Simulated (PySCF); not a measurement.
# GeH3 radical: fields and orbitals, part 2 of 2

Aim: take GeH3 radical and analyse its density (charges, bond critical points, surface potential), see where an electron leaves and enters and measure its response to a uniform field.

PySCF 2.14.0; Gaussian basis, gas phase. Earlier steps stand in the parts before.

## (4) Removing and adding an electron (B3LYP/def2-svpd)

Input file input.py:

```python
import numpy as np
from pyscf import gto, scf, dft
from pyscf.scf import atom_ks, atom_hf
from scipy.linalg import block_diag

def solve(mol, dm0=None, hcore=None):
    mf = (dft.UKS if mol.spin else dft.RKS)(mol, xc='b3lyp')
    mf.grids.level = 3
    mf = mf.density_fit(auxbasis='def2-universal-jkfit')
    mf.conv_tol, mf.max_cycle = 1e-8, 80
    if hcore is not None:
        mf.get_hcore = lambda *args: hcore
    mf.kernel(dm0)
    if not mf.converged:
        mf = mf.newton().run(mf.mo_coeff, mf.mo_occ, max_cycle=30)
    assert mf.converged, 'SCF not converged'
    return mf

mol = gto.M(atom='''
Ge     0.00000     0.00000     0.05735
H      1.32658     0.40806    -0.61177
H     -0.30990    -1.35290    -0.61173
H     -1.01674     0.94478    -0.61175
''', basis='def2-svpd', charge=0, spin=1, verbose=4)
mf = solve(mol)
out = dict(e0=mf.e_tot, dm0=mf.make_rdm1(), c=mf.mo_coeff, occ=mf.mo_occ, eps=mf.mo_energy)
for name, dq, spin in [('cation', 1, 0), ('anion', -1, 0)]:
    ion = mol.copy().set(charge=mol.charge + dq, spin=spin).build()
    mi = solve(ion)
    if spin and dq > 0 and mol.nao < 130:
        c, _, stable, _ = mi.stability(return_status=True)
        if not stable:
            mi = solve(ion, mi.make_rdm1(c, mi.mo_occ))
    print(name, 'vertical energy change / eV', (mi.e_tot - mf.e_tot) * 27.211386)
    out.update({'e_' + name: mi.e_tot, 'dm_' + name: mi.make_rdm1(), 's2_' + name: mi.spin_square()[0], 'eps_' + name: mi.mo_energy, 'occ_' + name: mi.mo_occ})
# spherically averaged free atoms, for the promolecule
atm = atom_ks.get_atm_nrks(mol, xc='b3lyp')
pro = block_diag(*[(atm[a[0]][2] * atm[a[0]][3]) @ atm[a[0]][2].T for a in mol._atom])
np.savez('result.npz', pro=pro, **out)
```

Started as:

```sh
$ OMP_NUM_THREADS=1 python input.py
```

The program printed:

```text
[ENV] PYSCF_TMPDIR <dir>
[ENV] PYSCF_MAX_MEMORY 1650
[INPUT] verbose = 4
[INPUT] num. atoms = 4
[INPUT] num. electrons = 35
[INPUT] charge = 0
[INPUT] spin (= nelec alpha-beta = 2S) = 1
[INPUT] symmetry False subgroup None
[INPUT] Mole.unit = angstrom
[INPUT] Symbol           X                Y                Z      unit          X                Y                Z       unit  Magmom
[INPUT]  1 Ge     0.000000000000   0.000000000000   0.057350000000 AA    0.000000000000   0.000000000000   0.108375793244 Bohr   0.0
[INPUT]  2 H      1.326580000000   0.408060000000  -0.611770000000 AA    2.506872882326   0.771121642390  -1.156077751225 Bohr   0.0
[INPUT]  3 H     -0.309900000000  -1.352900000000  -0.611730000000 AA   -0.585626126003  -2.556610473924  -1.156002162180 Bohr   0.0
[INPUT]  4 H     -1.016740000000   0.944780000000  -0.611750000000 AA   -1.921360139890   1.785375447967  -1.156039956703 Bohr   0.0

nuclear repulsion = 33.6310054175898
number of shells = 26
number of NR pGTOs = 110
number of NR cGTOs = 62
basis = def2-svpd
ecp = {}

******** <class 'pyscf.df.df_jk.DFUKS'> ********
method = DFUKS
initial guess = minao
damping factor = 0
level_shift factor = 0
DIIS = <class 'pyscf.scf.diis.CDIIS'>
diis_start_cycle = 1
diis_space = 8
diis_damp = 0
SCF conv_tol = 1e-08
SCF conv_tol_grad = None
SCF max_cycles = 80
direct_scf = False
number electrons alpha = 18  beta = 17
XC library pyscf.dft.libxc version 7.0.0
    S. Lehtola, C. Steigemann, M. J.T. Oliveira, and M. A.L. Marques.,  SoftwareX 7, 1–5 (2018)
XC functionals = b3lyp
    P. J. Stephens, F. J. Devlin, C. F. Chabalowski, and M. J. Frisch.,  J. Phys. Chem. 98, 11623 (1994)
radial grids:
    Treutler-Ahlrichs [JCP 102, 346 (1995); DOI:10.1063/1.469408] (M4) radial grids

becke partition: Becke, JCP 88, 2547 (1988); DOI:10.1063/1.454033
pruning grids: <function nwchem_prune at 0x7977c2c6f600>
grids dens level: 3
symmetrized grids: False
atomic radii adjust function: <function treutler_atomic_radii_adjust at 0x7977c2c6fba0>
small_rho_cutoff = 0
Set gradient conv threshold to 0.0001
tot grids = 50064
******** <class 'pyscf.df.df.DF'> ********
auxbasis = def2-universal-jkfit
init E= -2077.77402873957
[... the frontier-level lines of each cycle are left out ...]


cycle= 1 E= -2078.51337211472  delta_E= -0.739  |g|= 0.267  |ddm|= 1.22
cycle= 2 E= -2078.5120193699  delta_E= 0.00135  |g|= 0.293  |ddm|= 0.352
cycle= 3 E= -2078.52990708836  delta_E= -0.0179  |g|= 0.00736  |ddm|= 0.212
cycle= 4 E= -2078.52994117163  delta_E= -3.41e-05  |g|= 0.00298  |ddm|= 0.0197
cycle= 5 E= -2078.52994924014  delta_E= -8.07e-06  |g|= 0.000459  |ddm|= 0.00549
cycle= 6 E= -2078.5299494602  delta_E= -2.2e-07  |g|= 0.000117  |ddm|= 0.00124
cycle= 7 E= -2078.52994947598  delta_E= -1.58e-08  |g|= 3.1e-05  |ddm|= 0.000367
cycle= 8 E= -2078.52994947763  delta_E= -1.66e-09  |g|= 7.41e-06  |ddm|= 9.56e-05
Extra cycle  E= -2078.52994947773  delta_E= -9.96e-11  |g|= 4.5e-06  |ddm|= 1.92e-05
converged SCF energy = -2078.52994947773  <S^2> = 0.75114646  2S+1 = 2.0011461

******** <class 'pyscf.df.df_jk.DFRKS'> ********
method = DFRKS
initial guess = minao
damping factor = 0
level_shift factor = 0
DIIS = <class 'pyscf.scf.diis.CDIIS'>
diis_start_cycle = 1
diis_space = 8
diis_damp = 0
SCF conv_tol = 1e-08
SCF conv_tol_grad = None
SCF max_cycles = 80
direct_scf = False
XC library pyscf.dft.libxc version 7.0.0
    S. Lehtola, C. Steigemann, M. J.T. Oliveira, and M. A.L. Marques.,  SoftwareX 7, 1–5 (2018)
XC functionals = b3lyp
    P. J. Stephens, F. J. Devlin, C. F. Chabalowski, and M. J. Frisch.,  J. Phys. Chem. 98, 11623 (1994)
radial grids:
    Treutler-Ahlrichs [JCP 102, 346 (1995); DOI:10.1063/1.469408] (M4) radial grids

becke partition: Becke, JCP 88, 2547 (1988); DOI:10.1063/1.454033
pruning grids: <function nwchem_prune at 0x7977c2c6f600>
grids dens level: 3
symmetrized grids: False
atomic radii adjust function: <function treutler_atomic_radii_adjust at 0x7977c2c6fba0>
small_rho_cutoff = 0
Set gradient conv threshold to 0.0001
Initial guess from minao.
tot grids = 50064
******** <class 'pyscf.df.df.DF'> ********
auxbasis = def2-universal-jkfit
init E= -2077.77402873957
cycle= 1 E= -2078.12839823369  delta_E= -0.354  |g|= 0.515  |ddm|=  1.8
cycle= 2 E= -2078.12761624695  delta_E= 0.000782  |g|= 0.609  |ddm|= 1.18
cycle= 3 E= -2078.18057574571  delta_E= -0.053  |g|= 0.0214  |ddm|= 0.59
cycle= 4 E= -2078.18076723626  delta_E= -0.000191  |g|= 0.00416  |ddm|= 0.0654
cycle= 5 E= -2078.18077355817  delta_E= -6.32e-06  |g|= 0.000978  |ddm|= 0.00814
cycle= 6 E= -2078.18077398018  delta_E= -4.22e-07  |g|= 0.000156  |ddm|= 0.00178
cycle= 7 E= -2078.18077399051  delta_E= -1.03e-08  |g|= 6.15e-06  |ddm|= 0.000217
cycle= 8 E= -2078.18077399052  delta_E= -1.64e-11  |g|= 2.08e-07  |ddm|= 1.44e-05
Extra cycle  E= -2078.18077399052  delta_E= 1.82e-12  |g|= 4.95e-08  |ddm|= 5.79e-07
converged SCF energy = -2078.18077399052
cation vertical energy change / eV 9.501548964228059

******** <class 'pyscf.df.df_jk.DFRKS'> ********
method = DFRKS
initial guess = minao
damping factor = 0
level_shift factor = 0
DIIS = <class 'pyscf.scf.diis.CDIIS'>
diis_start_cycle = 1
diis_space = 8
diis_damp = 0
SCF conv_tol = 1e-08
SCF conv_tol_grad = None
SCF max_cycles = 80
direct_scf = False
XC library pyscf.dft.libxc version 7.0.0
    S. Lehtola, C. Steigemann, M. J.T. Oliveira, and M. A.L. Marques.,  SoftwareX 7, 1–5 (2018)
XC functionals = b3lyp
    P. J. Stephens, F. J. Devlin, C. F. Chabalowski, and M. J. Frisch.,  J. Phys. Chem. 98, 11623 (1994)
radial grids:
    Treutler-Ahlrichs [JCP 102, 346 (1995); DOI:10.1063/1.469408] (M4) radial grids

becke partition: Becke, JCP 88, 2547 (1988); DOI:10.1063/1.454033
pruning grids: <function nwchem_prune at 0x7977c2c6f600>
grids dens level: 3
symmetrized grids: False
atomic radii adjust function: <function treutler_atomic_radii_adjust at 0x7977c2c6fba0>
small_rho_cutoff = 0
Set gradient conv threshold to 0.0001
tot grids = 50064
******** <class 'pyscf.df.df.DF'> ********
auxbasis = def2-universal-jkfit
init E= -2077.77402873957
cycle= 1 E= -2078.55290445318  delta_E= -0.779  |g|= 0.325  |ddm|= 1.64
cycle= 2 E= -2078.57136589978  delta_E= -0.0185  |g|= 0.226  |ddm|= 5.17
cycle= 3 E= -2078.57989094939  delta_E= -0.00853  |g|= 0.0102  |ddm|= 1.81
cycle= 4 E= -2078.57992327191  delta_E= -3.23e-05  |g|= 0.00607  |ddm|= 0.0605
cycle= 5 E= -2078.57992961641  delta_E= -6.34e-06  |g|= 0.00131  |ddm|= 0.0631
cycle= 6 E= -2078.57993015416  delta_E= -5.38e-07  |g|= 0.000261  |ddm|= 0.00341
cycle= 7 E= -2078.57993018814  delta_E= -3.4e-08  |g|= 3.1e-05  |ddm|= 0.0042
cycle= 8 E= -2078.57993018878  delta_E= -6.42e-10  |g|= 3.06e-06  |ddm|= 0.000863
Extra cycle  E= -2078.5799301888  delta_E= -1.55e-11  |g|= 1.65e-06  |ddm|= 0.000217
converged SCF energy = -2078.5799301888
anion vertical energy change / eV -1.3600444212704332
Spherically averaged atomic KS for {'H', 'Ge'}

******** <class 'pyscf.scf.atom_ks.AtomSphAverageRKS'> ********
method = AtomSphAverageRKS
initial guess = vsap
damping factor = 0
level_shift factor = 0
diis_start_cycle = 1
diis_space = 12
SCF conv_tol = 1e-09
SCF conv_tol_grad = None
SCF max_cycles = 50
direct_scf = True
direct_scf_tol = 1e-13
XC library pyscf.dft.libxc version 7.0.0
    S. Lehtola, C. Steigemann, M. J.T. Oliveira, and M. A.L. Marques.,  SoftwareX 7, 1–5 (2018)
XC functionals = b3lyp
    P. J. Stephens, F. J. Devlin, C. F. Chabalowski, and M. J. Frisch.,  J. Phys. Chem. 98, 11623 (1994)
radial grids:
    Treutler-Ahlrichs [JCP 102, 346 (1995); DOI:10.1063/1.469408] (M4) radial grids

becke partition: Becke, JCP 88, 2547 (1988); DOI:10.1063/1.454033
pruning grids: <function nwchem_prune at 0x7977c2c6f600>
grids dens level: 3
symmetrized grids: False
atomic radii adjust function: <function treutler_atomic_radii_adjust at 0x7977c2c6fba0>
User specified grid scheme (100, 434)
small_rho_cutoff = 0
Set gradient conv threshold to 3.16228e-05
tot grids = 22928
init E= -2042.98834443949
cycle= 1 E= -2042.98831388441  delta_E= 3.06e-05  |g|=    0  |ddm|= 0.451
cycle= 2 E= -2042.98221191416  delta_E= 0.0061  |g|=    0  |ddm|= 0.696
cycle= 3 E= -2043.01363870068  delta_E= -0.0314  |g|=    0  |ddm|= 0.357
cycle= 4 E= -2043.01363247717  delta_E= 6.22e-06  |g|=    0  |ddm|= 0.0256
cycle= 5 E= -2043.01369735765  delta_E= -6.49e-05  |g|=    0  |ddm|= 0.0167
cycle= 6 E= -2043.01369739752  delta_E= -3.99e-08  |g|=    0  |ddm|= 0.000882
cycle= 7 E= -2043.01369739984  delta_E= -2.32e-09  |g|=    0  |ddm|= 0.000259
cycle= 8 E= -2043.01369741247  delta_E= -1.26e-08  |g|=    0  |ddm|= 0.000174
cycle= 9 E= -2043.01369741248  delta_E= -1.18e-11  |g|=    0  |ddm|= 4.5e-05
Extra cycle  E= -2043.01369741243  delta_E= 5.78e-11  |g|=    0  |ddm|= 7.65e-05
Atomic HF for atom  Ge  converged. SCF energy = -2043.01369741243

******** <class 'pyscf.scf.atom_ks.AtomSphAverageRKS'> ********
method = AtomSphAverageRKS
initial guess = vsap
damping factor = 0
level_shift factor = 0
diis_start_cycle = 1
diis_space = 12
SCF conv_tol = 1e-09
SCF conv_tol_grad = None
SCF max_cycles = 50
direct_scf = True
direct_scf_tol = 1e-13
XC library pyscf.dft.libxc version 7.0.0
    S. Lehtola, C. Steigemann, M. J.T. Oliveira, and M. A.L. Marques.,  SoftwareX 7, 1–5 (2018)
XC functionals = b3lyp
    P. J. Stephens, F. J. Devlin, C. F. Chabalowski, and M. J. Frisch.,  J. Phys. Chem. 98, 11623 (1994)
radial grids:
    Treutler-Ahlrichs [JCP 102, 346 (1995); DOI:10.1063/1.469408] (M4) radial grids

becke partition: Becke, JCP 88, 2547 (1988); DOI:10.1063/1.454033
pruning grids: <function nwchem_prune at 0x7977c2c6f600>
grids dens level: 3
symmetrized grids: False
atomic radii adjust function: <function treutler_atomic_radii_adjust at 0x7977c2c6fba0>
User specified grid scheme (100, 434)
small_rho_cutoff = 0
Set gradient conv threshold to 3.16228e-05
tot grids = 26240
init E= 33.1937445126169
cycle= 1 E= 33.1852615267705  delta_E= -0.00848  |g|=    0  |ddm|= 0.231
cycle= 2 E= 33.1851752323869  delta_E= -8.63e-05  |g|=    0  |ddm|= 0.0232
cycle= 3 E= 33.185174115091  delta_E= -1.12e-06  |g|=    0  |ddm|= 0.00264
cycle= 4 E= 33.185174100897  delta_E= -1.42e-08  |g|=    0  |ddm|= 0.000298
cycle= 5 E= 33.1851741007163  delta_E= -1.81e-10  |g|=    0  |ddm|= 3.36e-05
Extra cycle  E= 33.185174100714  delta_E= -2.3e-12  |g|=    0  |ddm|= 3.79e-06
Atomic HF for atom  H  converged. SCF energy = 33.185174100714
```

It took 6.4 s on 1 thread of AMD EPYC 7R43 (Zen 3), shared host; peak memory 0.25 GiB.

## (5) Response to an electric field (HF/def2-svpd)

Input file input.py:

```python
import numpy as np
from pyscf import gto, scf, dft
from pyscf.scf import atom_ks, atom_hf
from scipy.linalg import block_diag

def solve(mol, dm0=None, hcore=None):
    mf = scf.UHF(mol) if mol.spin else scf.RHF(mol)
    mf = mf.density_fit(auxbasis='def2-universal-jkfit')
    mf.conv_tol, mf.max_cycle = 1e-8, 80
    if hcore is not None:
        mf.get_hcore = lambda *args: hcore
    mf.kernel(dm0)
    if not mf.converged:
        mf = mf.newton().run(mf.mo_coeff, mf.mo_occ, max_cycle=30)
    assert mf.converged, 'SCF not converged'
    return mf

mol = gto.M(atom='''
Ge     0.00000     0.00000     0.05735
H      1.32658     0.40806    -0.61177
H     -0.30990    -1.35290    -0.61173
H     -1.01674     0.94478    -0.61175
''', basis='def2-svpd', charge=0, spin=1, verbose=4)
field = np.array([-0.0, -0.0, -0.008])  # atomic units
mol.set_common_orig(mol.atom_charges() @ mol.atom_coords() / mol.atom_charges().sum())
mf = solve(mol)
out = dict(dm0=mf.make_rdm1(), d0=mf.dip_moment(unit='AU'), e0=mf.e_tot)
for name, sign in (('p', 1), ('m', -1)):
    h = mf.get_hcore() + sign * np.einsum('x,xij->ij', field, mol.intor('int1e_r'))
    mi = solve(mol, mf.make_rdm1(), h)
    out.update({'dm' + name: mi.make_rdm1(), 'd' + name: mi.dip_moment(unit='AU'), 'e' + name: mi.e_tot})
# spherically averaged free atoms, for the promolecule
atm = scf.atom_hf.get_atm_nrhf(mol)
pro = block_diag(*[(atm[a[0]][2] * atm[a[0]][3]) @ atm[a[0]][2].T for a in mol._atom])
np.savez('result.npz', pro=pro, **out)
```

Started as:

```sh
$ OMP_NUM_THREADS=1 python input.py
```

The program printed:

```text
[ENV] PYSCF_TMPDIR <dir>
[ENV] PYSCF_MAX_MEMORY 1650
[INPUT] verbose = 4
[INPUT] num. atoms = 4
[INPUT] num. electrons = 35
[INPUT] charge = 0
[INPUT] spin (= nelec alpha-beta = 2S) = 1
[INPUT] symmetry False subgroup None
[INPUT] Mole.unit = angstrom
[INPUT] Symbol           X                Y                Z      unit          X                Y                Z       unit  Magmom
[INPUT]  1 Ge     0.000000000000   0.000000000000   0.057350000000 AA    0.000000000000   0.000000000000   0.108375793244 Bohr   0.0
[INPUT]  2 H      1.326580000000   0.408060000000  -0.611770000000 AA    2.506872882326   0.771121642390  -1.156077751225 Bohr   0.0
[INPUT]  3 H     -0.309900000000  -1.352900000000  -0.611730000000 AA   -0.585626126003  -2.556610473924  -1.156002162180 Bohr   0.0
[INPUT]  4 H     -1.016740000000   0.944780000000  -0.611750000000 AA   -1.921360139890   1.785375447967  -1.156039956703 Bohr   0.0

nuclear repulsion = 33.6310054175898
number of shells = 26
number of NR pGTOs = 110
number of NR cGTOs = 62
basis = def2-svpd
ecp = {}

******** <class 'pyscf.df.df_jk.DFUHF'> ********
method = DFUHF
initial guess = minao
damping factor = 0
level_shift factor = 0
DIIS = <class 'pyscf.scf.diis.CDIIS'>
diis_start_cycle = 1
diis_space = 8
diis_damp = 0
SCF conv_tol = 1e-08
SCF conv_tol_grad = None
SCF max_cycles = 80
direct_scf = False
number electrons alpha = 18  beta = 17
Set gradient conv threshold to 0.0001
******** <class 'pyscf.df.df.DF'> ********
auxbasis = def2-universal-jkfit
init E= -2075.87312049427
[... the frontier-level lines of each cycle are left out ...]


cycle= 1 E= -2076.77699262896  delta_E= -0.904  |g|= 0.151  |ddm|= 1.22
cycle= 2 E= -2076.79559972672  delta_E= -0.0186  |g|= 0.0759  |ddm|= 0.379
cycle= 3 E= -2076.79814292171  delta_E= -0.00254  |g|= 0.0261  |ddm|= 0.119
cycle= 4 E= -2076.79896109447  delta_E= -0.000818  |g|= 0.0061  |ddm|= 0.0863
cycle= 5 E= -2076.79903917029  delta_E= -7.81e-05  |g|= 0.00239  |ddm|= 0.0204
cycle= 6 E= -2076.79905461955  delta_E= -1.54e-05  |g|= 0.00101  |ddm|= 0.00753
cycle= 7 E= -2076.79905816772  delta_E= -3.55e-06  |g|= 0.000332  |ddm|= 0.00505
cycle= 8 E= -2076.79905854226  delta_E= -3.75e-07  |g|= 0.000109  |ddm|= 0.00197
cycle= 9 E= -2076.79905857564  delta_E= -3.34e-08  |g|= 2.75e-05  |ddm|= 0.000643
cycle= 10 E= -2076.79905857724  delta_E= -1.6e-09  |g|= 4.8e-06  |ddm|= 0.000114
Extra cycle  E= -2076.79905857727  delta_E= -3.37e-11  |g|= 2.37e-06  |ddm|= 1.51e-05
converged SCF energy = -2076.79905857727  <S^2> = 0.75376371  2S+1 = 2.0037602
Dipole moment(X, Y, Z, A.U.):  0.00002,  0.00001,  0.23389

******** <class 'pyscf.df.df_jk.DFUHF'> ********
method = DFUHF
initial guess = minao
damping factor = 0
level_shift factor = 0
DIIS = <class 'pyscf.scf.diis.CDIIS'>
diis_start_cycle = 1
diis_space = 8
diis_damp = 0
SCF conv_tol = 1e-08
SCF conv_tol_grad = None
SCF max_cycles = 80
direct_scf = False
number electrons alpha = 18  beta = 17
Overwritten attributes  get_hcore  of <class 'pyscf.df.df_jk.DFUHF'>
Set gradient conv threshold to 0.0001
******** <class 'pyscf.df.df.DF'> ********
auxbasis = def2-universal-jkfit
init E= -2076.79718744379
cycle= 1 E= -2076.79814501916  delta_E= -0.000958  |g|= 0.00704  |ddm|= 0.0723
cycle= 2 E= -2076.79822632551  delta_E= -8.13e-05  |g|= 0.00303  |ddm|= 0.056
cycle= 3 E= -2076.79824455929  delta_E= -1.82e-05  |g|= 0.00154  |ddm|= 0.032
cycle= 4 E= -2076.79824789864  delta_E= -3.34e-06  |g|= 0.000472  |ddm|= 0.0142
cycle= 5 E= -2076.79824845021  delta_E= -5.52e-07  |g|= 0.000127  |ddm|= 0.00688
cycle= 6 E= -2076.79824848921  delta_E= -3.9e-08  |g|= 6.31e-05  |ddm|= 0.000451
cycle= 7 E= -2076.79824850415  delta_E= -1.49e-08  |g|= 1.75e-05  |ddm|= 0.000464
cycle= 8 E= -2076.79824850522  delta_E= -1.07e-09  |g|= 4.57e-06  |ddm|= 0.00012
Extra cycle  E= -2076.79824850526  delta_E= -3.82e-11  |g|= 2.67e-06  |ddm|= 1.56e-05
converged SCF energy = -2076.79824850526  <S^2> = 0.75359641  2S+1 = 2.0035932
Dipole moment(X, Y, Z, A.U.):  0.00002,  0.00001, -0.03229

******** <class 'pyscf.df.df_jk.DFUHF'> ********
method = DFUHF
initial guess = minao
damping factor = 0
level_shift factor = 0
DIIS = <class 'pyscf.scf.diis.CDIIS'>
diis_start_cycle = 1
diis_space = 8
diis_damp = 0
SCF conv_tol = 1e-08
SCF conv_tol_grad = None
SCF max_cycles = 80
direct_scf = False
number electrons alpha = 18  beta = 17
Set gradient conv threshold to 0.0001
******** <class 'pyscf.df.df.DF'> ********
auxbasis = def2-universal-jkfit
init E= -2076.80092971075
cycle= 1 E= -2076.80188500714  delta_E= -0.000955  |g|= 0.00696  |ddm|= 0.0507
cycle= 2 E= -2076.80196107869  delta_E= -7.61e-05  |g|= 0.00294  |ddm|= 0.0432
cycle= 3 E= -2076.80197658693  delta_E= -1.55e-05  |g|= 0.00149  |ddm|= 0.0227
cycle= 4 E= -2076.80197934807  delta_E= -2.76e-06  |g|= 0.000412  |ddm|= 0.00994
cycle= 5 E= -2076.80197974907  delta_E= -4.01e-07  |g|= 0.000116  |ddm|= 0.00401
cycle= 6 E= -2076.80197978033  delta_E= -3.13e-08  |g|= 5.38e-05  |ddm|= 0.000452
cycle= 7 E= -2076.80197979021  delta_E= -9.88e-09  |g|= 1.54e-05  |ddm|= 0.000346
Extra cycle  E= -2076.80197979066  delta_E= -4.52e-10  |g|= 1.05e-05  |ddm|= 4.76e-05
converged SCF energy = -2076.80197979066  <S^2> = 0.75397394  2S+1 = 2.00397
Dipole moment(X, Y, Z, A.U.):  0.00002,  0.00001,  0.49597
Spherically averaged atomic HF for {'Ge', 'H'}

******** <class 'pyscf.scf.atom_hf.AtomSphAverageRHF'> ********
method = AtomSphAverageRHF
initial guess = minao
damping factor = 0
level_shift factor = 0
DIIS = <class 'pyscf.scf.diis.CDIIS'>
diis_start_cycle = 1
diis_space = 8
diis_damp = 0
SCF conv_tol = 1e-09
SCF conv_tol_grad = None
SCF max_cycles = 50
direct_scf = True
direct_scf_tol = 1e-13
atom = Ge
Set gradient conv threshold to 3.16228e-05
[... 1 set-up line as earlier in the session ...]
init E= -2074.16967976809
cycle= 1 E= -2074.8363546846  delta_E= -0.667  |g|=    0  |ddm|= 0.677
cycle= 2 E= -2074.83709878966  delta_E= -0.000744  |g|=    0  |ddm|= 0.127
cycle= 3 E= -2074.83738505938  delta_E= -0.000286  |g|=    0  |ddm|= 0.0376
cycle= 4 E= -2074.83738590441  delta_E= -8.45e-07  |g|=    0  |ddm|= 0.00292
cycle= 5 E= -2074.83738591717  delta_E= -1.28e-08  |g|=    0  |ddm|= 0.000314
cycle= 6 E= -2074.83738591723  delta_E= -6.14e-11  |g|=    0  |ddm|= 4.03e-05
Extra cycle  E= -2074.83738591723  delta_E= -2.27e-12  |g|=    0  |ddm|= 5.83e-06
Atomic HF for atom  Ge  converged. SCF energy = -2074.83738591723

******** 1 electron system ********
Atomic HF for atom  H  converged. SCF energy = -0.499278405714347
```

Wall time 1.5 s (1 thread of AMD EPYC 7R43 (Zen 3), shared host); peak memory 0.21 GiB.

## (6) Post-processing

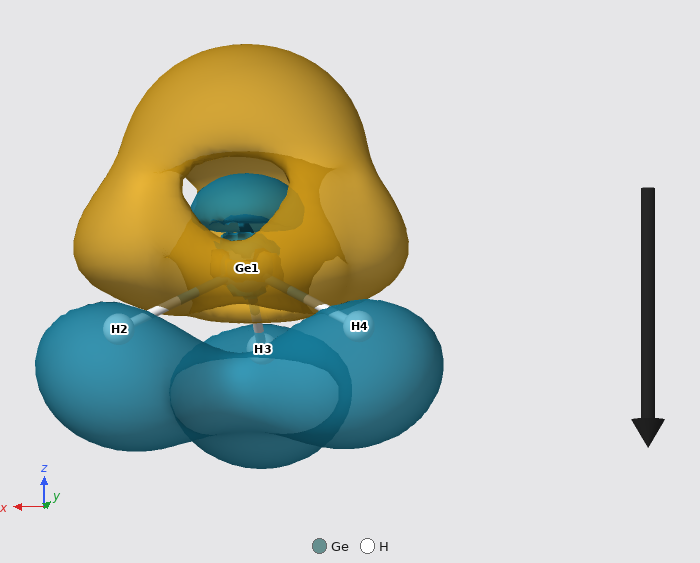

Change of the electron density in a uniform field of 0.41 V/Å along −z (arrow), surfaces at ±0.002 e/Å³ (yellow: gain, teal: loss).

What dipole is induced, and what polarisability does it imply?

The induced dipole is 0.68 D (along the field); α along this axis, from the fields in both directions, is 33 bohr³ (4.9 Å³).

Which atoms gain and lose the most charge?

Electrons gather most on Ge1 (Hirshfeld charge changes by −0.031 e) and leave H2, H3 and H4 alike most (+0.010 e); 0.064 electrons are displaced in all.

## (7) Results

The summary covers parts 1 to 2.

| quantity | value |
| --- | --- |
| dipole moment (TPSSh/def2-tzvp) | 0.49 D |
| HOMO, LUMO (TPSSh/def2-tzvp) | -6.43, -3.93 eV |
| polarisability along the field (HF/def2-svpd) | 33.0 bohr³ |

What this shows: At TPSSh/def2-tzvp: The highest Hirshfeld charge is on Ge1 (+0.23 e), the lowest on H2, H3 and H4 (−0.08 e). The geometry was not optimised at these levels.
